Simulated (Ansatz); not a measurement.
# SbP (model cell, started as layered BN type): from the cell to its phonons

How does SbP (model cell, started as layered BN type) vibrate, and is this structure a minimum?

Program: Ansatz 0.2.0. Level of theory: DFT LDA, scalar-relativistic, plane waves, PAW. Results are calculated unless marked as measured.

The structure was built from a prototype and need not be the compound's stable phase.

## (1) The structure

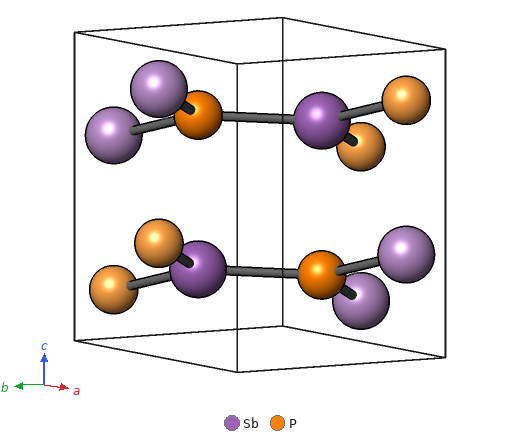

The cell as given, from a free direction (antimony purple, phosphorus orange). Some periodic images of atoms are drawn too.

## (2) Bringing the structure to rest

Harmonic phonons are second derivatives at a point where the forces vanish, and they are wanted at zero stress, so atoms and cell are relaxed first.

input.yaml

```yaml
crystal:
  lattice:
    - [4.38209, 0.0, 0.0]
    - [-2.19104, 3.795, 0.0]
    - [0.0, 0.0, 6.325]
  atoms:
    - { symbol: Sb, position: [0.333333, 0.666667, 0.25] }
    - { symbol: Sb, position: [0.666667, 0.333333, 0.75] }
    - { symbol: P, position: [0.666667, 0.333333, 0.25] }
    - { symbol: P, position: [0.333333, 0.666667, 0.75] }
kpoints:
  mp_grid: { grid: [9, 9, 6] }
hamiltonian:
  xc: lda
scf:
  occupations: { method: gaussian, width: 0.1 }
output:
  forces: true
  stress: true
  eigenvalues: true
  write_density: true
  write_potential: true
  elf: true
  volumetric_format: npy
relax:
  adjacent_minimum: "off"
  f_tol: 0.005
  max_steps: 80
  cell: { stress_tol: 0.05 }
```

On the command line:

```console
ansatz run input.yaml --threads 4 --pin off --max-ram 7168MiB --backend cpu --events-out ev --progress --plain --runs-dir out
```

Numbers of over 12 decimals in the logs are rounded to 6 here.

The program printed:

```text
Warning: the atoms were moved onto the symmetric positions of the space group found under crystal.symmetry.tolerance 1.0e-5 (fractional; no operation is sought that the atoms, as they stand in a round, miss by more than twice it, and no atom is moved by as much as it), and the run uses the moved positions. Before a round's move an operation carried an atom to 4.38e-6 Å from where it should land, the largest such dist [...]
Engine: ansatz 0.2.0, aarch64-unknown-linux-gnu
Pseudopotentials: kind: paw
Pseudopotential: Sb, paw, valence charge 15, recommended cutoff 420 eV (normal), Sb.paw.azcp
Pseudopotential: P, paw, valence charge 5, recommended cutoff 420 eV (normal), P.paw.azcp
Functional definition: SPW92
  exchange = slater_x
  correlation = pw_c
Crystal: 4 atoms, lattice volume = 105.185 Å³
Basis set: ecut = 420 eV, 2067 PW (Γ)
Bands: 24, of which v1, the nominal top of the filled ones, is band 20 counted from 1 (19 counted from 0)
Symmetry: 24 space group operations
Space group: P63/mmc (ITA 194), of the structure as read, at distance tolerance 4.7e-5 Å
k-points: 48 of 486
Non-local potential: Sb, projectors of the file, l = 0: 2, l = 1: 2, l = 2: 2, l = 3: 2
Non-local potential: P, projectors of the file, l = 0: 2, l = 1: 2, l = 2: 2
PAW form: soft (Blöchl's): semilocal exchange-correlation on the pseudo side does not see the compensation charge
PAW frozen core: Sb, regenerated for the run's functional, and the local potential with it (the file was generated under x = pbe(κ = 0.804, μ = 0.219515), c = pbe(β = 0.066725))
PAW frozen core: P, regenerated for the run's functional, and the local potential with it (the file was generated under x = pbe(κ = 0.804, μ = 0.219515), c = pbe(β = 0.066725))
PAW one-centre angular grid: Sb, 590 points (default); XC on 64 Gauss nodes
PAW one-centre angular grid: P, 110 points (default); XC on 64 Gauss nodes
Initial density: superposition of atomic densities (neutral atoms: chi_scale 0, normalization atom), corrected by the library's trained network
Initial wavefunctions: pseudopotential atomic-orbital guess
Functional: x = slater, c = lda
SCF iter   1: F=—  HF=-14121.570429 eV  |F-HF|=—  |Δ(HF+E_count)|=         —  Δρ=7.29e-3  dr2=6.39e-2  ethr=1.77e-3  ⟨swp⟩=7.1  Hψ=6048  notcnv=0
preconditioner: auto → LDOS  [metal: Δε(μ)=0.035 eV  Ē_g=7.734 eV  σ=0.100 eV  W_gap=0.19  n_scr=22 (ndim 8)  ℏωp=16.2 eV  f_vac=0.031  D(μ)=2.11/eV (n_scr^D=8)  β→1.0]
SCF iter   2: F=—  HF=-14121.547536 eV  |F-HF|=—  |Δ(HF+E_count)|=   2.29e-2  Δρ=1.33e-3  dr2=2.43e-3  ethr=1.60e-4  ⟨swp⟩=2.9  Hψ=2461  notcnv=0  defer=1
SCF iter   3: F=—  HF=-14121.546918 eV  |F-HF|=—  |Δ(HF+E_count)|=   6.18e-4  Δρ=8.82e-4  dr2=6.26e-4  ethr=6.07e-6  ⟨swp⟩=2.4  Hψ=2130  notcnv=0  defer=1
SCF iter   4: F=—  HF=-14121.546538 eV  |F-HF|=—  |Δ(HF+E_count)|=   3.80e-4  Δρ=8.08e-5  dr2=6.10e-6  ethr=1.56e-6  ⟨swp⟩=2.0  Hψ=2110  notcnv=0  defer=1
SCF iter   5: F=—  HF=-14121.546535 eV  |F-HF|=—  |Δ(HF+E_count)|=   2.55e-6  Δρ=1.10e-5  dr2=1.34e-7  ethr=1.53e-8  ⟨swp⟩=2.9  Hψ=2289  notcnv=0  defer=1
SCF iter   6: F=-14121.546535 eV  HF=-14121.546535 eV  |F-HF|=1.20e-10  |Δ(HF+E_count)|=   3.69e-8  Δρ=7.93e-7  dr2=8.05e-10  ethr=2.50e-10  ⟨swp⟩=13.2  Hψ=8934  notcnv=0
SCF 1 converged in 6 iterations: F = -14121.546535 eV  dr2 = 8.05e-10
  greatest PAW one-centre occupation: 0.998 electrons in one spin orbital (limit 2), on the Sb atom at site 1 (counted from 0), in its partial waves of l = 2
relax step   1: F+E_penalty+E_count = -14121.54653510 eV  Δ(F+E_penalty+E_count) = +0.000e0 eV  max|allowed force component| = 1.702e-15 eV/Å  Δτ_max = 0.0000 Å  P = +3.084 GPa  Ω = 105.185 Å³  (6 SCF iters, dr2 threshold 1.00e-7 eV, accepted)
Crystal: 4 atoms, lattice volume = 105.720 Å³
Basis set: ecut = 420 eV, 2055 PW (Γ)
Initial density: handed on by an earlier stage of this run
Initial wavefunctions: those handed on with the density
iter 1 solved again at ethr=1.55e-5 eV; its pass at ethr=3.10e-3 eV (dr2=6.21e-3 eV) is discarded
SCF iter   1: F=—  HF=-14122.024877 eV  |F-HF|=—  |Δ(HF+E_count)|=         —  Δρ=2.28e-3  dr2=6.43e-3  ethr=1.55e-5  ⟨swp⟩=2.2  Hψ=8376  notcnv=0
preconditioner: auto → LDOS  [metal: Δε(μ)=0.025 eV  Ē_g=7.674 eV  σ=0.100 eV  W_gap=0.14  n_scr=22 (ndim 8)  ℏωp=16.2 eV  f_vac=0.044  D(μ)=2.39/eV (n_scr^D=20)  β→1.0]
SCF iter   2: F=—  HF=-14122.023385 eV  |F-HF|=—  |Δ(HF+E_count)|=   1.49e-3  Δρ=4.78e-4  dr2=2.14e-4  ethr=1.55e-5  ⟨swp⟩=2.0  Hψ=1632  notcnv=0
SCF iter   3: F=—  HF=-14122.023345 eV  |F-HF|=—  |Δ(HF+E_count)|=   3.93e-5  Δρ=8.46e-5  dr2=7.49e-6  ethr=5.35e-7  ⟨swp⟩=2.2  Hψ=1653  notcnv=0
SCF iter   4: F=—  HF=-14122.023345 eV  |F-HF|=—  |Δ(HF+E_count)|=   8.03e-8  Δρ=2.25e-5  dr2=4.59e-7  ethr=1.00e-9  ⟨swp⟩=14.5  Hψ=11568  notcnv=0
SCF iter   5: F=-14122.023345 eV  HF=-14122.023345 eV  |F-HF|=2.81e-8  |Δ(HF+E_count)|=   1.09e-7  Δρ=5.15e-6  dr2=3.32e-8  ethr=1.00e-9  ⟨swp⟩=9.8  Hψ=8549  notcnv=0
SCF 2 converged in 5 iterations: F = -14122.023345 eV  dr2 = 3.32e-8
relax step   2: F+E_penalty+E_count = -14122.02334528 eV  Δ(F+E_penalty+E_count) = -4.768e-1 eV  max|allowed force component| = 3.146e-16 eV/Å  Δτ_max = 0.0000 Å  P = +0.681 GPa  Ω = 105.720 Å³  energy of the carried Pulay correction = -2.343e-4 eV  (5 SCF iters, dr2 threshold 4.00e-7 eV, accepted)
Crystal: 4 atoms, lattice volume = 103.280 Å³
Basis set: ecut = 420 eV, 2041 PW (Γ)
iter 1 solved again at ethr=3.04e-5 eV; its pass at ethr=3.10e-3 eV (dr2=1.22e-2 eV) is discarded
SCF iter   1: F=—  HF=-14122.257341 eV  |F-HF|=—  |Δ(HF+E_count)|=         —  Δρ=2.67e-3  dr2=1.15e-2  ethr=3.04e-5  ⟨swp⟩=2.2  Hψ=7699  notcnv=0
preconditioner: auto → LDOS  [metal: Δε(μ)=0.048 eV  Ē_g=7.799 eV  σ=0.100 eV  W_gap=0.27  n_scr=22 (ndim 8)  ℏωp=16.3 eV  f_vac=0.048  D(μ)=2.43/eV (n_scr^D=20)  β→1.0]
SCF iter   2: F=—  HF=-14122.254242 eV  |F-HF|=—  |Δ(HF+E_count)|=   3.10e-3  Δρ=5.58e-4  dr2=3.21e-4  ethr=2.88e-5  ⟨swp⟩=2.0  Hψ=1472  notcnv=0
SCF iter   3: F=—  HF=-14122.254300 eV  |F-HF|=—  |Δ(HF+E_count)|=   5.78e-5  Δρ=1.21e-4  dr2=1.92e-5  ethr=8.03e-7  ⟨swp⟩=2.2  Hψ=1841  notcnv=0
SCF iter   4: F=—  HF=-14122.254301 eV  |F-HF|=—  |Δ(HF+E_count)|=   3.33e-7  Δρ=3.72e-5  dr2=1.85e-6  ethr=4.81e-8  ⟨swp⟩=2.6  Hψ=2125  notcnv=0
SCF iter   5: F=-14122.254300 eV  HF=-14122.254300 eV  |F-HF|=2.51e-7  |Δ(HF+E_count)|=   3.67e-7  Δρ=1.77e-5  dr2=2.34e-7  ethr=1.00e-9  ⟨swp⟩=13.3  Hψ=11221  notcnv=0
SCF 3 converged in 5 iterations: F = -14122.254300 eV  dr2 = 2.34e-7
relax step   3: F+E_penalty+E_count = -14122.25429999 eV  Δ(F+E_penalty+E_count) = -2.310e-1 eV  max|allowed force component| = 1.480e-15 eV/Å  Δτ_max = 0.0000 Å  P = +0.965 GPa  Ω = 103.280 Å³  energy of the carried Pulay correction = +3.745e-4 eV  (5 SCF iters, dr2 threshold 4.00e-7 eV, accepted)
[...]
relax step   4: F+E_penalty+E_count = -14122.28948812 eV  Δ(F+E_penalty+E_count) = -3.519e-2 eV  max|allowed force component| = 6.014e-16 eV/Å  Δτ_max = 0.0000 Å  P = +0.545 GPa  Ω = 102.636 Å³  energy of the carried Pulay correction = +4.762e-4 eV  (5 SCF iters, dr2 threshold 4.00e-7 eV, accepted)
[...]
relax step   5: F+E_penalty+E_count = -14122.32791464 eV  Δ(F+E_penalty+E_count) = -3.843e-2 eV  max|allowed force component| = 1.388e-15 eV/Å  Δτ_max = 0.0000 Å  P = -0.535 GPa  Ω = 105.059 Å³  energy of the carried Pulay correction = -1.655e-4 eV  (5 SCF iters, dr2 threshold 4.00e-7 eV, accepted)
[...]
relax step   6: F+E_penalty+E_count = -14122.33112090 eV  Δ(F+E_penalty+E_count) = -3.206e-3 eV  max|allowed force component| = 3.886e-16 eV/Å  Δτ_max = 0.0000 Å  P = -0.006 GPa  Ω = 103.949 Å³  energy of the carried Pulay correction = +1.396e-4 eV  (4 SCF iters, dr2 threshold 4.00e-7 eV, accepted)
[...]
relax step   7: F+E_penalty+E_count = -14122.33118311 eV  Δ(F+E_penalty+E_count) = -6.221e-5 eV  max|allowed force component| = 1.221e-15 eV/Å  Δτ_max = 0.0000 Å  P = -0.025 GPa  Ω = 103.948 Å³  energy of the carried Pulay correction = +1.380e-4 eV  (3 SCF iters, dr2 threshold 6.49e-8 eV, accepted)
Initial wavefunctions: pseudopotential atomic-orbital guess (no wavefunctions were taken with the density)
iter 1 solved again at ethr=4.40e-7 eV; its pass at ethr=3.10e-3 eV (dr2=1.76e-4 eV) is discarded
SCF iter   1: F=—  HF=-14122.333013 eV  |F-HF|=—  |Δ(HF+E_count)|=         —  Δρ=1.29e-4  dr2=1.74e-6  ethr=4.40e-7  ⟨swp⟩=3.5  Hψ=8731  notcnv=0
preconditioner: auto → LDOS  [metal: Δε(μ)=0.027 eV  Ē_g=7.792 eV  σ=0.100 eV  W_gap=0.15  n_scr=22 (ndim 8)  ℏωp=16.3 eV  f_vac=0.050  D(μ)=2.21/eV (n_scr^D=20)  β→1.0]
SCF iter   2: F=—  HF=-14122.333018 eV  |F-HF|=—  |Δ(HF+E_count)|=   4.97e-6  Δρ=8.96e-6  dr2=5.03e-8  ethr=4.36e-9  ⟨swp⟩=2.0  Hψ=2122  notcnv=0
SCF iter   3: F=—  HF=-14122.333018 eV  |F-HF|=—  |Δ(HF+E_count)|=   2.10e-8  Δρ=4.83e-6  dr2=2.03e-8  ethr=1.26e-10  ⟨swp⟩=2.8  Hψ=2203  notcnv=0
SCF iter   4: F=—  HF=-14122.333018 eV  |F-HF|=—  |Δ(HF+E_count)|=   1.05e-8  Δρ=1.93e-6  dr2=3.09e-9  ethr=5.07e-11  ⟨swp⟩=2.2  Hψ=2025  notcnv=0
SCF iter   5: F=—  HF=-14122.333018 eV  |F-HF|=—  |Δ(HF+E_count)|=   1.92e-9  Δρ=4.04e-7  dr2=1.50e-10  ethr=7.73e-12  ⟨swp⟩=2.1  Hψ=2098  notcnv=0
SCF iter   6: F=-14122.333018 eV  HF=-14122.333018 eV  |F-HF|=5.46e-12  |Δ(HF+E_count)|=  8.19e-11  Δρ=4.11e-8  dr2=2.01e-12  ethr=1.00e-12  ⟨swp⟩=8.3  Hψ=6798  notcnv=0
SCF 8 converged in 6 iterations: F = -14122.333018 eV  dr2 = 2.01e-12
relax step   8: F+E_penalty+E_count = -14122.33301820 eV  Δ(F+E_penalty+E_count) = -1.835e-3 eV  max|allowed force component| = 1.406e-15 eV/Å  Δτ_max = 0.0000 Å  P = -0.011 GPa  Ω = 103.948 Å³  stress off target by 1.73e-2 GPa  SCF on the basis re-selected at this cell (its energy is not comparable with the rows above)  (6 SCF iters)
basis re-selected at this cell: Δ(F+E_penalty+E_count) = -1.835e-3 eV, ΔP = +0.014 GPa vs the last step (what re-selecting the basis moved, of the pressure what is left beyond the Pulay correction that the steps carried, after the strain that the cell walked since its last selection, with what the two solves' SCF thresholds leave and, on support functions, any second-order correction that the steps lacked; it is no measure of the basis error at this ecutwfc). The dense FFT grid was sized anew with the basis: this SCF ran on 32×32×40 points, the steps before it on 30×30×45, so part of this shift can come from that change (see relax.cell in the input reference). [rest of the remark cut]
SCF converged after 6 iterations
Free energy (F): -14122.333018 eV
Harris-Foulkes:  -14122.333018 eV  (|F-HF|=5.46e-12)
Internal energy: -14122.321987 eV  (E = F + TS)
E sigma→0 (E₀):  -14122.327503 eV
Entropy (-TS):   -0.011031 eV (-2.758 meV/atom)
Fermi energy:    8.206162 eV
--- Per-component energies (eV) ---
  E_band       = -379.011829
  E_kinetic    = 556.285885
  E_local      = -3757.947257  (includes V_loc(G=0)·N_el)
  E_nonlocal   = 803.427948
  E_hartree    = 1670.287395
  E_xc         = -397.568860
  E_vxc        = -315.693759  (∫ρ·V_xc dr)
  E_paw        = -9932.501699  (= ΣΔE_a)
  E_vpaw       = -1005.659544  (= ΣTr[D̂ρ^β])
  E_aug_tail   = 0.000002  (compensation charges beyond the density's cutoff)
  E_ewald      = -3065.657752
  E_core_change = 1.352350  (= ΣΔE_core)
  E_smearing   = -0.011031  (= −TS)
  E_closure    = 0.000000  (closes the sum)
  Σ components = -14122.333018   (vs F -14122.333018, Δ=0.00e0)
--- Forces (eV/Å), atoms counted from 1 ---
  atom   1  Sb    -0.00000000     0.00000000     0.00000000
  atom   2  Sb     0.00000000    -0.00000000     0.00000000
  atom   3  P      0.00000000    -0.00000000     0.00000000
  atom   4  P     -0.00000000     0.00000000     0.00000000
  max |Σ_I F_I| component: 2.96e-16 eV/Å
--- Stress (GPa, compression-positive) ---
       -0.017311       0.000000       0.000000
       -0.000000      -0.017311       0.000000
        0.000000       0.000000       0.000614
  P = ⅓ Tr σ = -0.0113 GPa (-0.113 kbar)
--- Band table (eV; the first three rows and the last of 48) ---
  k-point 0: bands = [... 16 lower, 4.0223, 5.8886, 5.9800, 5.9800, 7.9172, 7.9172, 10.5739, 10.5739]
  k-point 1: bands = [... 16 lower, 3.7824, 5.7576, 5.7576, 6.8785, 8.0043, 8.0043, 10.2392, 10.2392]
  k-point 2: bands = [... 16 lower, 4.1102, 5.2217, 5.2217, 8.1986, 8.3099, 8.3099, 9.0777, 9.5401]
  k-point 47: bands = [... 16 lower, 7.0110, 7.0110, 8.0797, 8.0797, 9.0654, 9.0654, 9.1344, 9.1344]
--- Relaxed structure (7 steps of the walk, 7 accepted, 1 SCFs on fresh bases) ---
  F+E_penalty+E_count = -14122.33301820 eV   max|allowed force component| = 1.406e-15 eV/Å   (the final SCF, on the basis selected at the relaxed cell)
  cell:  # Å, volume = 103.9478 Å³
    - [4.652736, -3.0650426926316623e-6, 0.0]
    - [-2.326365, 4.029389, 0.0]
    - [0.0, 0.0, 5.544569]
  atoms:
    - { symbol: Sb, position: [0.333333, 0.666667, 0.25] }
    - { symbol: Sb, position: [0.666667, 0.333333, 0.750000] }
    - { symbol: P, position: [0.666667, 0.333333, 0.25] }
    - { symbol: P, position: [0.333333, 0.666667, 0.750000] }
```

The job ended after 34 s (4 threads of Arm Neoverse N1, shared host; peak memory 0.46 GiB).

The steps of the relaxation:

| step | energy less that of the first step (eV) | largest force component (eV/Å) | pressure (GPa) | volume (Å³) |
| --- | --- | --- | --- | --- |
| 1 | 0.0000 | 0.0000 | 3.08 | 105.18 |
| 2 | -0.4768 | 0.0000 | 0.68 | 105.72 |
| 3 | -0.7078 | 0.0000 | 0.97 | 103.28 |
| 4 | -0.7430 | 0.0000 | 0.55 | 102.64 |
| 5 | -0.7814 | 0.0000 | -0.54 | 105.06 |
| 6 | -0.7846 | 0.0000 | -0.01 | 103.95 |
| 7 | -0.7846 | 0.0000 | -0.02 | 103.95 |
| 8* | -0.7865 | 0.0000 | -0.01 | 103.95 |

Relaxation steps marked * repeat the geometry before them on a plane-wave basis chosen anew for their cell, so energy and pressure can jump there.

Forces are held to the 24 operations that the run works with; a distortion that breaks them can't arise in this run.

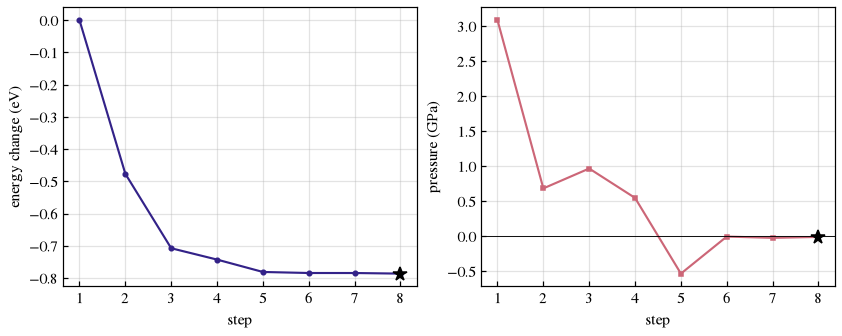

Energy and pressure along the relaxation. Stars mark steps on a basis chosen anew.

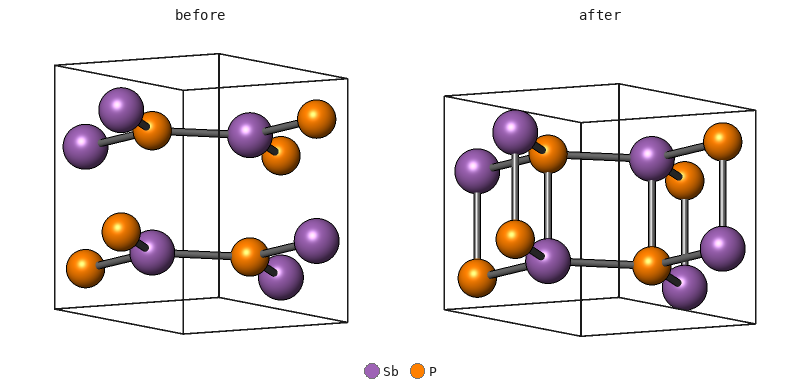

Before and after, at one scale.

| cell as run | before | after | change |
| --- | --- | --- | --- |
| a (Å) | 4.382 | 4.653 | +6.2 % |
| b (Å) | 4.382 | 4.653 | +6.2 % |
| c (Å) | 6.325 | 5.545 | -12.3 % |
| volume (Å³/atom) | 26.30 | 25.99 | -1.2 % |

Final coordinates:

```xyz
4
Lattice="4.6527 0.0000 0.0000 -2.3264 4.0294 0.0000 0.0000 0.0000 5.5446" Properties=species:S:1:pos:R:3 pbc="T T T"
Sb    0.0000    2.6863    1.3861
Sb    2.3264    1.3431    4.1584
P     2.3264    1.3431    1.3861
P     0.0000    2.6863    4.1584
```

This step gave:

```
pressure          : -0.01134 GPa
volume per atom   : 25.99 Å³
gap on the k-mesh : 0 eV
```

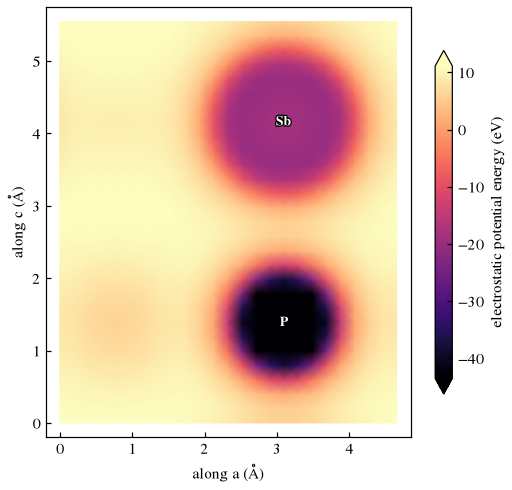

Electrostatic potential energy in the ac plane at fractional y = 0.333, with atoms of Sb and P within 0.2 Å of it. With pseudopotentials it is smooth inside the atoms' cores, unlike the true potential.

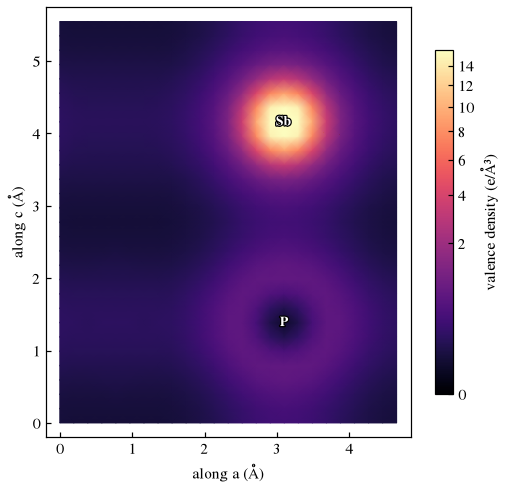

Valence density in the ac plane at fractional y = 0.333, with atoms of Sb and P within 0.2 Å of it. It is the smooth field of the valence electrons, not physical close to the nuclei. The colour scale is stretched toward low values.

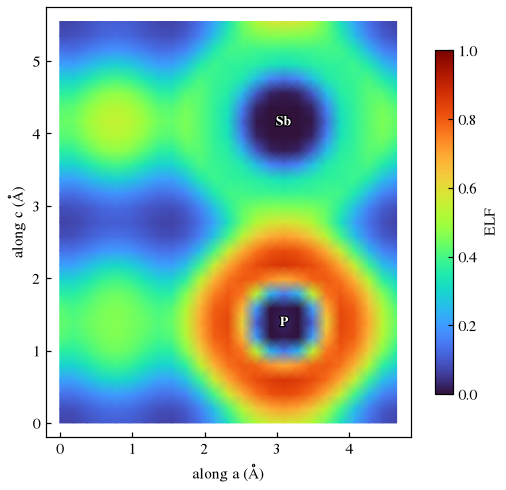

ELF in the ac plane at fractional y = 0.333, with atoms of Sb and P within 0.2 Å of it. It is the smooth field of the valence electrons, not physical close to the nuclei.

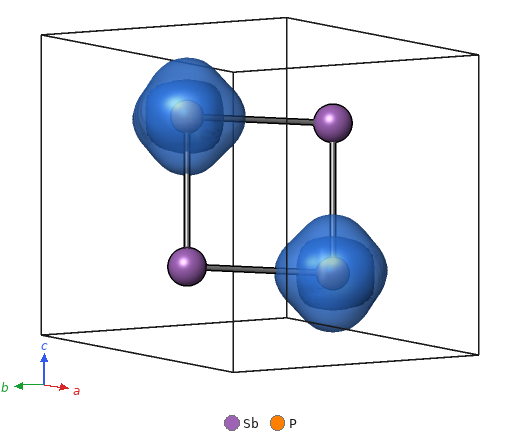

Surface of ELF = 0.78.

In this step the volume went from 26.30 to 25.99 Å³/atom.

## (3) Tight relaxation

Phonons need a cell at rest on their own settings, so the relaxation is repeated with tight tolerances on forces and stress, using the mesh and the filling of the phonon run that follows.

input.yaml

```yaml
crystal:
  lattice:
    - [4.6527355808, -3.065e-06, 0.0]
    - [-2.326365136, 4.0293887426, 0.0]
    - [0.0, 0.0, 5.5445690616]
  atoms:
    - { symbol: Sb, position: [0.3333333333, 0.6666666667, 0.25] }
    - { symbol: Sb, position: [0.6666666667, 0.3333333333, 0.75] }
    - { symbol: P, position: [0.6666666667, 0.3333333333, 0.25] }
    - { symbol: P, position: [0.3333333333, 0.6666666667, 0.75] }
kpoints:
  mp_grid: { grid: [10, 10, 6] }
hamiltonian:
  xc: lda
scf:
  occupations: { method: methfessel_paxton, width: 0.15 }
output:
  forces: true
  stress: true
  eigenvalues: true
relax:
  adjacent_minimum: "off"
  f_tol: 0.001
  max_steps: 60
  cell: { stress_tol: 0.01 }
```

The program printed:

```text
[...]
Crystal: 4 atoms, lattice volume = 103.948 Å³
Basis set: ecut = 420 eV, 2029 PW (Γ)
Bands: 24, of which v1, the nominal top of the filled ones, is band 20 counted from 1 (19 counted from 0)
Symmetry: 24 space group operations
[...]
k-points: 56 of 600
[...]
--- Relaxed structure (3 steps of the walk, 3 accepted, 1 SCFs on fresh bases) ---
[...]
cell:  # Å, volume = 103.9809 Å³
    - [4.651761, -3.064376276414415e-6, 0]
    - [-2.325878, 4.028544, 0]
    - [0, 0, 5.548664]
  atoms:
    - { symbol: Sb, position: [0.333333, 0.666667, 0.25] }
    - { symbol: Sb, position: [0.666667, 0.333333, 0.75] }
    - { symbol: P, position: [0.666667, 0.333333, 0.25] }
    - { symbol: P, position: [0.333333, 0.666667, 0.75] }
[key lines of the parts left out:]
SCF converged after 7 iterations
Free energy (F): -14122.329443 eV
Fermi energy:    8.169121 eV
P = ⅓ Tr σ = -0.0003 GPa (-0.003 kbar)
```

It took 15 s on 4 threads; peak memory 0.47 GiB; 57 s of CPU time.

Little changed from the start: no atom moved by 0.005 Å and no cell edge by 0.1 %.

This step gave:

```yaml
pressure: -2.63e-4 GPa
volume_per_atom: 26.00 Å³
```

The forces vanish by symmetry and the pressure is 0.000 GPa, within the tolerances set. The cell now holds 26.00 Å³/atom.

[end of part 1 of 2]

[Logs are printed without paths, hosts, clocks, repeated set-up lines and the standing remarks that a program may print on its own settings, such as how far it seeks lower states.]

[Hosts, paths, dates, database ids (printed as entryN), source tags and the programs' standing remarks are cut or masked in the printed files.]
